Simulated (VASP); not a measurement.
Band structure of GaSb (relaxed from the wurtzite structure, space group P6_3mc). Computed with PBEsol GGA, VASP's PBE PAW potentials (set 64) (plane waves; VASP 6.6.1).

Unless said otherwise, spin-orbit coupling is left out, though it shifts the bands of the heavy elements here.

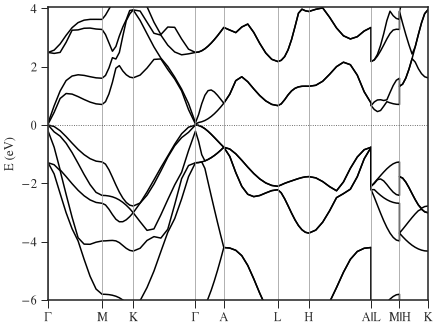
Bands along high-symmetry lines, zero at the valence-band maximum or, without a gap, the Fermi level

Problem. Read the plot: is there a gap, and where are the band edges?

Solution. The gap is direct, 0.03 eV, from the valence maximum at Γ to the conduction minimum at Γ. (Edges off the drawn lines would not show.)

The structure was generated: GaSb was put into the wurtzite type (P6_3mc), which need not be its known phase. It was relaxed first.
